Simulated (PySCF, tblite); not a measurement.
# C₆H₁₄N₂Si: geometry, infrared bands and NMR shifts

Wanted: the infrared bands and NMR shifts of C₆H₁₄N₂Si (`[SiH3]N/N=C/C1CCCC1`), by calculation.

The runs use tblite 0.8.0 and PySCF 2.14.0, with density-fitted response routines of our own; the level of theory stands in each step. All values are computed, except where a source is named. Atoms count from 0, in the outputs and in this text.

## 1. Starting geometry

23 atoms, charge 0, multiplicity 1; geometry from: force field or distance geometry start.

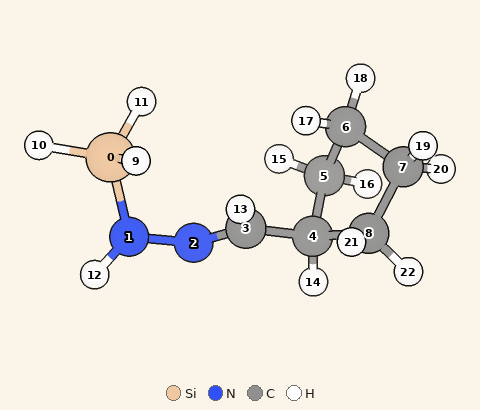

As it starts; silicon light orange, nitrogen blue, carbon grey, hydrogen white, atoms numbered; sticks join atoms by distance.

## 2. Optimising the geometry with GFN2-xTB

The job: settings as JSON, then the geometry in Å.

```
{"job": {"kind": "relax", "xc": "GFN2-xTB", "basis": "xTB"}, "charge": 0, "multiplicity": 1}
Si     3.268700    -1.115300     0.188500
N      2.875300     0.062200    -1.128600
N      1.509100     0.293600    -1.330500
C      0.704200     0.592400    -0.371900
C     -0.740400     0.818400    -0.693200
C     -1.403100    -0.544000    -0.817700
C     -1.576000    -0.845500     0.675500
C     -2.369100     0.404000     1.062100
C     -1.496800     1.458600     0.415300
H      3.239900    -0.353200     1.448300
H      4.567400    -1.726600    -0.077800
H      2.291000    -2.247700     0.200700
H      3.612700     0.532700    -1.674600
H      1.083800     0.649500     0.645800
H     -0.845400     1.357400    -1.668100
H     -0.750400    -1.282600    -1.288400
H     -2.400600    -0.439200    -1.248800
H     -0.601000    -0.843600     1.202200
H     -2.109300    -1.776500     0.871700
H     -2.501800     0.518000     2.138400
H     -3.347000     0.297500     0.503200
H     -0.811000     1.951700     1.151600
H     -2.205000     2.265400     0.079200
```

Launch:

```console
$ OMP_NUM_THREADS=1 python probes_run.py task.json out
```

The driver reads the jobs from task.json and runs them one after another.

**Question.** This job is followed by: GFN2-xTB harmonic vibrations, gas phase; GIAO PBE0/pcSseg-1 NMR shielding, non-relativistic, gas phase. Predict these results of the whole session: strongest single infrared mode (GFN2-xTB); zero-point energy (GFN2-xTB); 13C shifts against TMS (PBE0/pcSseg-1, means over atoms taken as alike); 1H shifts against TMS (PBE0/pcSseg-1, means over atoms taken as alike); 29Si shifts against TMS (PBE0/pcSseg-1); 15N shifts against NH3 (PBE0/pcSseg-1).

The runs gave:

| quantity | value |
| --- | --- |
| strongest single infrared mode (GFN2-xTB) | 2221 cm⁻¹, 418 km/mol |
| zero-point energy (GFN2-xTB) | 119.2 kcal/mol |
| 13C shifts against TMS (PBE0/pcSseg-1, means over atoms taken as alike) | 144.3, 44.5, 35.7, 31.6 ppm |
| 1H shifts against TMS (PBE0/pcSseg-1, means over atoms taken as alike) | 6.72, 4.79, 4.63, 2.85, 2.06, 1.65, 1.59, 1.45 ppm |
| 29Si shifts against TMS (PBE0/pcSseg-1) | -72.3 ppm |
| 15N shifts against NH3 (PBE0/pcSseg-1) | 368.5, 107.5 ppm |

The optimisation took 170 steps and gained 1.135 eV; among the close pairs (by a distance rule), Si0–N1 changed most, from 1.810 to 1.736 Å. All 63 modes are real, so the xTB geometry is a minimum. The strongest single mode, at 2221 cm⁻¹, moves mainly H11 and H9. Unscaled tight-binding wavenumbers are off by several per cent, some by more. Its intensities can rank the bands wrongly. At PBE0/pcSseg-1: The widest tensor belongs to N2: span 597 ppm, with a paramagnetic part of -424 ppm.
